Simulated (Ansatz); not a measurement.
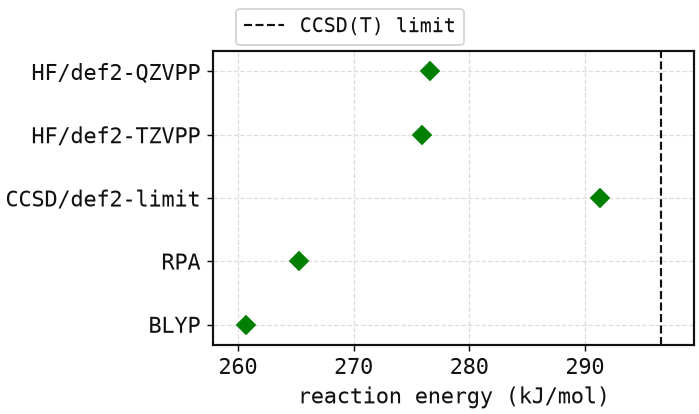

Electronic reaction energy of AlSiH₄SF ([F][AlH][S][SiH3]) → AlH₂SF ([F][AlH][SH]) + SiH₂ ([SiH2]) [singlet] (SMILES in brackets) at several levels (functionals in def2-TZVPP unless a basis is named), isolated molecules at PBE0-D4 triple-zeta geometries, minima by their frequencies, no zero-point or thermal terms, the Ansatz code 0.2.0. The line is frozen-core CCSD(T) at the basis limit (MP2 extrapolated from triple and quadruple zeta, plus CCSD(T) less MP2 in a smaller set). RPA holds a correlation term that converges slowly with the basis, so part of the distance to the limit is basis error. The limit lies 10.2 kJ/mol from CCSD(T)/def2-TZVPP, so the line itself is uncertain by a part of that.

**What range do the values span, the line included?**

From 260.7 kJ/mol (BLYP) to 296.6 kJ/mol (CCSD(T) limit).

**Which level comes closest to the line (CCSD(T) limit), and which misses most?**

Closest CCSD/def2-limit (291.3 kJ/mol), against 296.6 kJ/mol; farthest BLYP (260.7 kJ/mol).

Known limits of this run: one conformer of each flexible molecule.
